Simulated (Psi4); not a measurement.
**CCSD/cc-pVDZ run of AlNH3OF (SMILES [NH2][Al]([OH])[F])**

What is the vertical ionisation energy of AlNH3OF at CCSD/cc-pVDZ? 

Program for the calculation: Psi4 1.11.

## Step 1: The molecule

AlNH3OF has 7 atoms, charge 0, and is taken as a singlet. As SMILES, `[NH2][Al]([OH])[F]`. The coordinates come from a PBE0-D4/def2-TZVP relaxation. This is one conformer, not always the lowest.

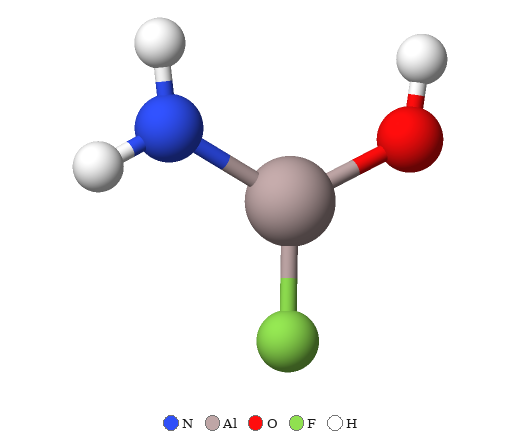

Viewed from a chosen angle; nitrogen blue, aluminium light grey, oxygen red, fluorine green, hydrogen white.

## Step 2: A single-point energy at CCSD/cc-pVDZ

alfh3no.json reads:

```json
{
 "schema_name": "qcschema_input",
 "schema_version": 1,
 "molecule": {
  "schema_name": "qcschema_molecule",
  "schema_version": 2,
  "symbols": ["N", "Al", "O", "F", "H", "H", "H"],
  "geometry": [-1.07676595, 1.75139817, -1.00306663, -0.25190049, -1.19052746, 0.28686043, 2.58590123, -1.89766297, 1.5476857, -2.39163738, -3.44326997, 0.27684488, -2.78394453, 2.13576847, -1.74818564, 0.05593589, 3.27357257, -1.10870232, 3.97825144, -0.75778018, 1.66201413],
  "molecular_charge": 0,
  "molecular_multiplicity": 1,
  "fix_symmetry": "c1"
 },
 "driver": "energy",
 "model": {
  "method": "ccsd",
  "basis": "cc-pVDZ"
 },
 "keywords": {
  "reference": "rhf",
  "puream": true,
  "e_convergence": 1e-09,
  "d_convergence": 1e-08,
  "scf_type": "pk",
  "num_frozen_docc": 8
 }
}
```

Command:

```console
psi4 --qcschema alfh3no.json -n 1 --memory 2200MB
```

stdout:

```text
[...]
  Running in c1 symmetry.
[...]
  Nuclear repulsion =  160.681135616105109
[...]
  Multiplicity = 1
[...]
  Nalpha       = 20
  Nbeta        = 20
[...]
    Number of basis functions: 75
[...]
   @RHF iter   1:  -472.37700543797774   -1.24855e+00   9.62290e-03 ADIIS/DIIS
[...]
   @RHF iter  12:  -472.58994450946307   -1.08002e-12   2.14215e-09 DIIS
[...]
    Orbital Energies [Eh]
    ---------------------
    Doubly Occupied:
       1A    -58.502667     2A    -26.245727     3A    -20.543786
       4A    -15.539325     5A     -4.918226     6A     -3.234193
       7A     -3.233908     8A     -3.233018     9A     -1.530763
      10A     -1.310320    11A     -1.117883    12A     -0.698484
      13A     -0.655981    14A     -0.641469    15A     -0.609548
      16A     -0.609360    17A     -0.576322    18A     -0.514319
      19A     -0.503514    20A     -0.411320
[...]
  @RHF Final Energy:  -472.58994450946307
   => Energetics <=
    Nuclear Repulsion Energy =            160.6811356161051094
    One-Electron Energy =                -977.2818915167233627
    Two-Electron Energy =                 344.0108113911551300
    Total Energy =                       -472.5899445094630664
[...]
 Multipole Moments:
 ------------------------------------------------------------------------------------
     Multipole            Electronic (a.u.)      Nuclear  (a.u.)        Total (a.u.)
 ------------------------------------------------------------------------------------
 L = 1.  Multiply by 2.5417464519 to convert [e a0] to [Debye]
 Dipole X            :         -1.5985171            2.1020419            0.5035248
 Dipole Y            :         -3.8382767            5.2268855            1.3886089
 Dipole Z            :          0.7200010           -1.0084989           -0.2884979
 Magnitude           :                                                    1.5049927
[...]
      * MP2 total energy                      = -473.198776327786902
[...]
      * CCSD total energy                     = -473.216662125960966
[...]
```

The result, in JSON:

```text
{
 "driver": "energy",
 "model": {
  "method": "ccsd",
  "basis": "cc-pVDZ"
 },
 "success": true,
 "return_result": -473.21666212596097,
 "properties": {
  "calcinfo_nbasis": 75,
  "calcinfo_nmo": 75,
  "calcinfo_nalpha": 20,
  "calcinfo_nbeta": 20,
  "calcinfo_natom": 7,
  "nuclear_repulsion_energy": 160.6811356161051,
  "return_energy": -473.21666212596097,
  "scf_one_electron_energy": -977.2818915167234,
  "scf_two_electron_energy": 344.01081139115513,
  "scf_dipole_moment": [0.5035248444199731, 1.3886088650851995, -0.2884978828102769],
  "scf_total_energy": -472.58994450946307,
  "scf_iterations": 12,
  "mp2_same_spin_correlation_energy": -0.16018565333837187,
  "mp2_opposite_spin_correlation_energy": -0.4486461649854955,
  "mp2_singles_energy": -1.780423043878799e-28,
  "mp2_doubles_energy": -0.6088318183238673,
  "mp2_correlation_energy": -0.6088318183238673,
  "mp2_total_energy": -473.1987763277869,
  "ccsd_same_spin_correlation_energy": -0.1411283478774062,
  "ccsd_opposite_spin_correlation_energy": -0.48558926862053514,
  "ccsd_singles_energy": 0.0,
  "ccsd_doubles_energy": -0.6267176164979413,
  "ccsd_correlation_energy": -0.6267176164979413,
  "ccsd_total_energy": -473.21666212596097,
  "ccsd_iterations": 16
 }
}
```

It took 17 s on 1 thread of Intel Xeon Platinum 8488C (Sapphire Rapids), shared host; peak memory 0.43 GiB.

## Step 3: The doublet cation

run.py reads:

```python
import numpy as np
from ase.calculators.psi4 import Psi4
from ase import Atoms

atoms = Atoms(['N', 'Al', 'O', 'F', 'H', 'H', 'H'], positions=[
    [-0.569800, 0.926800, -0.530800],
    [-0.133300, -0.630000, 0.151800],
    [1.368400, -1.004200, 0.819000],
    [-1.265600, -1.822100, 0.146500],
    [-1.473200, 1.130200, -0.925100],
    [0.029600, 1.732300, -0.586700],
    [2.105200, -0.401000, 0.879500],
])
calc = Psi4(atoms=atoms, method='ccsd', basis='cc-pVDZ', memory='2200MB', num_threads=1, charge=1, multiplicity=2, label='psi4-calc', reference='uhf')
calc.psi4.set_options({'puream': True, 'e_convergence': 1e-09, 'd_convergence': 1e-08, 'scf_type': 'pk', 'num_frozen_docc': 8, 'maxiter': 100})
atoms.calc = calc

print(f'energy: {atoms.get_potential_energy():.6f} eV')
```

Command:

```console
python run.py
```

psi4-calc.dat:

```text
[...]
  Running in c1 symmetry.
[...]
  Nuclear repulsion =  160.681135521526329
[...]
  Multiplicity = 2
[...]
  Nalpha       = 20
  Nbeta        = 19
[...]
    Number of basis functions: 75
[...]
   @UHF iter   1:  -472.08849899362065   -9.60044e-01   8.21517e-03 ADIIS/DIIS
[...]
   @UHF iter  15:  -472.26089062295239   -8.52651e-13   4.51441e-09 DIIS
[...]
   @S^2 Observed:                7.576061273E-01
[...]
    Orbital Energies [Eh]
    ---------------------
    Alpha Occupied:
       1A    -58.766131     2A    -26.445629     3A    -20.743136
       4A    -15.971467     5A     -5.180614     6A     -3.496818
       7A     -3.496212     8A     -3.495172     9A     -1.726547
      10A     -1.560693    11A     -1.502955    12A     -1.040775
      13A     -0.992233    14A     -0.907754    15A     -0.883380
      16A     -0.832053    17A     -0.800820    18A     -0.796435
      19A     -0.712021    20A     -0.692039
    Alpha Virtual:
      21A     -0.125518    22A     -0.082997    23A     -0.034976
      24A     -0.021041    25A     -0.006749    26A      0.058274
[...]
  @UHF Final Energy:  -472.26089062295239
   => Energetics <=
    Nuclear Repulsion Energy =            160.6811355215263291
    One-Electron Energy =                -966.9294088351555274
    Two-Electron Energy =                 333.9873826906767817
    Total Energy =                       -472.2608906229523882
  UHF NO Occupations:
  HONO-2 :   18  A 1.9992628
  HONO-1 :   19  A 1.9974688
[...]
 Multipole Moments:
 ------------------------------------------------------------------------------------
     Multipole            Electronic (a.u.)      Nuclear  (a.u.)        Total (a.u.)
 ------------------------------------------------------------------------------------
 L = 1.  Multiply by 2.5417464519 to convert [e a0] to [Debye]
 Dipole X            :         -2.1067057            2.1020419           -0.0046638
 Dipole Y            :         -1.3880087            5.2268855            3.8388769
 Dipole Z            :         -0.2900889           -1.0084989           -1.2985877
 Magnitude           :                                                    4.0525705
[...]
      * MP2 total energy                      = -472.828545564633941
[...]
      * CCSD total energy                     = -472.851670090496384
```

On the terminal:

```text
energy: -12866.949327 eV
```

It took 38 s on 1 thread of Intel Xeon Platinum 8488C (Sapphire Rapids), shared host; peak memory 0.43 GiB.

## Step 4: Summary of results

At CCSD/cc-pVDZ, 8 core orbitals frozen:

| quantity | value |
| --- | --- |
| singlet AlNH3OF: total energy | -473.21666 Eh |
| singlet AlNH3OF: HOMO energy (Hartree–Fock orbitals) | -11.19 eV |
| singlet AlNH3OF: LUMO energy (Hartree–Fock orbitals) | 2.99 eV |
| singlet AlNH3OF: HOMO–LUMO gap (Hartree–Fock orbitals) | 14.18 eV |
| singlet AlNH3OF: correlation energy (8 core orbitals frozen) | -626.7 mEh |
| singlet AlNH3OF: T1 diagnostic | 0.013 |
| doublet cation: total energy | -472.85167 Eh |
| doublet cation: HOMO energy (Hartree–Fock orbitals) (highest over α and β) | -18.75 eV |
| doublet cation: LUMO energy (Hartree–Fock orbitals) (lowest over α and β) | -7.31 eV |
| doublet cation: correlation energy (8 core orbitals frozen) | -590.8 mEh |
| doublet cation: ⟨S²⟩ of the reference determinant | 0.758 |
| doublet cation: T1 diagnostic | 0.027 |
| vertical ionisation energy (to the doublet cation) | 9.932 eV |

**Reading.** Removing an electron at fixed nuclei costs 9.93 eV (229 kcal/mol).
